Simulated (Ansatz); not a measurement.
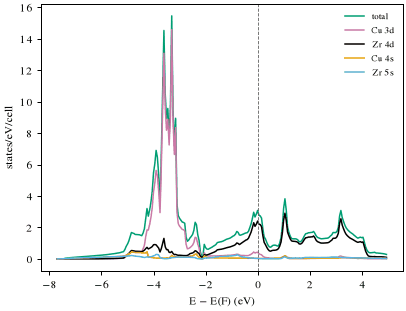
Figure: Total and projected density of states of ZrCu (CsCl type, space group No. 221), the program Ansatz at the LDA level (PAW)

Problem. Which orbitals carry the states next to the Fermi level?

Solution. Within 0.5 eV of the Fermi level: Zr 4d 76 %, Cu 3d 12 %, outside the projected shells 9 %. Projections are on Löwdin-orthogonalised atomic valence shells; empty p or d shells of many metals are not among them.

Problem. Where is the tallest occupied peak in this window, and what makes it?

Solution. Near -3.3 eV, about 15 states/eV per cell; the largest projected share is Cu 3d.

Space group Pm-3m (CsCl type). The workflow started from a Materials Project entry (that database holds measured and hypothetical structures alike); the Crystallography Open Database copy checked does not list it. With Zr and Cu taken as one species the cell has the higher symmetry Im-3m, so it may be an ordered model of a mixed-site phase. Whether it is the stable phase at ambient conditions was not checked. The LDA relaxation kept the symmetry of its start; of distortions, only those at the zone centre were tested. The run is not spin-polarised. Scalar-relativistic: spin–orbit coupling is off unless named, which matters more the heavier the elements.

Potentials: the later of the program's two PAW sets.
